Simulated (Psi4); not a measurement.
# H3NO (SMILES NO) at B3LYP/aug-cc-pVDZ (sweep point 4)

What is the vertical singlet–triplet gap of H3NO at B3LYP/aug-cc-pVDZ (sweep point 4)? 

The calculation is run with Psi4 1.11.

4 further runs of the same task are left out: 4 set aside as unsound or not needed.

### Step 1. The structure to begin with

The species is H3NO (5 atoms), meant as a singlet with charge 0. As SMILES, `NO`. The shape is that of a GFN2-xTB optimisation. This is one conformer, not always the lowest.

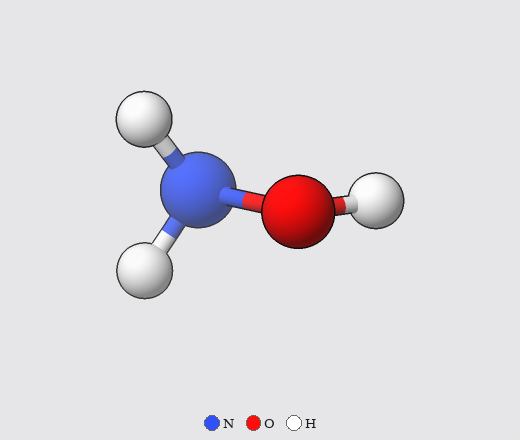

Viewed from a chosen angle; nitrogen blue, oxygen red, hydrogen white.

### Step 2. A single-point energy at B3LYP/aug-cc-pVDZ (sweep point 4)

The input, calc.py:

```python
import psi4

psi4.set_memory(1600000000)
psi4.set_num_threads(1)
psi4.core.set_output_file('psi4.out', False)

mol = psi4.geometry("""
0 1
N     -0.178910    -0.366440    -0.312920
O      0.371730     0.674250     0.501760
H     -0.161770    -1.206140     0.265260
H     -1.156690    -0.114310    -0.454620
H      1.125640     1.012630     0.000530
units angstrom
symmetry c1
""")

psi4.set_options({
    'basis': 'aug-cc-pVDZ',
    'reference': 'rks',
    'puream': True,
    'scf_type': 'pk',
    'dft_radial_points': 50,
    'dft_spherical_points': 194,
})

e = psi4.energy("B3LYP", molecule=mol)
print('E =', round(e, 9))
```

Run with:

```console
$ python calc.py
```

psi4.out:

```text
[...]
  Running in c1 symmetry.
[...]
  Nuclear repulsion =   39.301944041809605
[...]
  Multiplicity = 1
[...]
  Nalpha       = 9
  Nbeta        = 9
[...]
    Number of basis functions: 73
[...]
   @RKS iter   1:  -131.54719498487057   -2.87532e-01   9.17820e-03 DIIS/ADIIS
[...]
   @RKS iter   7:  -131.74449088089909   -3.21924e-07   5.64581e-07 DIIS
[...]
    Orbital Energies [Eh]
    ---------------------
    Doubly Occupied:
       1A    -19.180475     2A    -14.375676     3A     -1.066017
       4A     -0.812559     5A     -0.512226     6A     -0.510583
       7A     -0.444091     8A     -0.304590     9A     -0.266650
[...]
  @RKS Final Energy:  -131.74449088089909
   => Energetics <=
    Nuclear Repulsion Energy =             39.3019440418096053
    One-Electron Energy =                -257.5167641988290370
    Two-Electron Energy =                  99.8771312657441541
    DFT Exchange-Correlation Energy =     -13.4068019896238244
    Empirical Dispersion Energy =           0.0000000000000000
    VV10 Nonlocal Energy =                  0.0000000000000000
    Total Energy =                       -131.7444908808990931
[...]
 Multipole Moments:
 ------------------------------------------------------------------------------------
     Multipole            Electronic (a.u.)      Nuclear  (a.u.)        Total (a.u.)
 ------------------------------------------------------------------------------------
 L = 1.  Multiply by 2.5417464519 to convert [e a0] to [Debye]
 Dipole X            :          0.3561370           -0.4551173           -0.0989803
 Dipole Y            :          0.5690749           -0.7396386           -0.1705636
 Dipole Z            :          0.3634552           -0.4680293           -0.1045740
 Magnitude           :                                                    0.2232147
[...]
```

On the terminal:

```text
E = -131.744490881
```

It took 3.6 s on 1 thread of Intel Xeon Platinum 8488C (Sapphire Rapids), shared host; peak memory 0.38 GiB.

### Step 3. The triplet, same level

The input, job.py:

```python
import psi4

psi4.set_memory(1600000000)
psi4.set_num_threads(1)
psi4.core.set_output_file('output.dat', False)

molecule = psi4.geometry("""
0 3
N     -0.178910    -0.366440    -0.312920
O      0.371730     0.674250     0.501760
H     -0.161770    -1.206140     0.265260
H     -1.156690    -0.114310    -0.454620
H      1.125640     1.012630     0.000530
units angstrom
symmetry c1
""")

psi4.set_options({
    'basis': 'aug-cc-pVDZ',
    'reference': 'uks',
    'puream': True,
    'scf_type': 'pk',
    'dft_radial_points': 50,
    'dft_spherical_points': 194,
    'maxiter': 150,
})

e = psi4.energy("b3lyp", molecule=molecule)
print(f'b3lyp energy: {e:.10f} Eh')
```

Run with:

```console
$ python job.py
```

output.dat:

```text
[...]
  Running in c1 symmetry.
[...]
  Nuclear repulsion =   39.301944041809605
[...]
  Multiplicity = 3
[...]
  Nalpha       = 10
  Nbeta        = 8
[...]
    Number of basis functions: 73
[...]
   @UKS iter   1:  -131.27978279036313   -2.01195e-02   9.92507e-03 ADIIS/DIIS
[...]
   @UKS iter  13:  -131.52710871212005   -1.75188e-08   3.83076e-07 DIIS
[...]
   @S^2 Observed:                2.005024087E+00
[...]
    Orbital Energies [Eh]
    ---------------------
    Alpha Occupied:
       1A    -19.230009     2A    -14.504256     3A     -1.143327
       4A     -0.914792     5A     -0.604484     6A     -0.589801
       7A     -0.548993     8A     -0.414366     9A     -0.363863
      10A     -0.088560
    Alpha Virtual:
      11A     -0.048855    12A     -0.002227    13A      0.005240
      14A      0.054115    15A      0.071959    16A      0.089386
      17A      0.100730    18A      0.105379    19A      0.119023
      20A      0.119683    21A      0.131784    22A      0.152414
      23A      0.235856    24A      0.274253    25A      0.275142
[...]
  @UKS Final Energy:  -131.52710871212005
   => Energetics <=
    Nuclear Repulsion Energy =             39.3019440418096053
    One-Electron Energy =                -256.0485914128470313
    Two-Electron Energy =                  98.5489588546764850
    DFT Exchange-Correlation Energy =     -13.3294201957591021
    Empirical Dispersion Energy =           0.0000000000000000
    VV10 Nonlocal Energy =                  0.0000000000000000
    Total Energy =                       -131.5271087121200537
[...]
 Multipole Moments:
 ------------------------------------------------------------------------------------
     Multipole            Electronic (a.u.)      Nuclear  (a.u.)        Total (a.u.)
 ------------------------------------------------------------------------------------
 L = 1.  Multiply by 2.5417464519 to convert [e a0] to [Debye]
 Dipole X            :          0.4337389           -0.4551173           -0.0213785
 Dipole Y            :          0.6421205           -0.7396386           -0.0975181
 Dipole Z            :          0.3637586           -0.4680293           -0.1042707
 Magnitude           :                                                    0.1443579
[...]
```

Standard output:

```text
b3lyp energy: -131.5271087121 Eh
```

It took 5.1 s on 1 thread of Intel Xeon Platinum 8488C (Sapphire Rapids), shared host; peak memory 0.38 GiB.

### Step 4. Outcome

Level: B3LYP/aug-cc-pVDZ (sweep point 4).

| quantity | value |
| --- | --- |
| singlet: total energy | -131.74449 Eh |
| singlet: dipole moment | 0.57 D |
| singlet: HOMO energy | -7.26 eV |
| singlet: LUMO energy | -0.39 eV |
| singlet: HOMO–LUMO gap | 6.87 eV |
| triplet: total energy | -131.52711 Eh |
| triplet: dipole moment | 0.37 D |
| triplet: HOMO energy (highest over α and β) | -2.41 eV |
| triplet: ⟨S²⟩ | 2.005 |
| vertical energy of the triplet above the singlet | 5.915 eV |

**Reading.** At this shape the triplet lies 5.92 eV (571 kJ/mol) above the singlet.
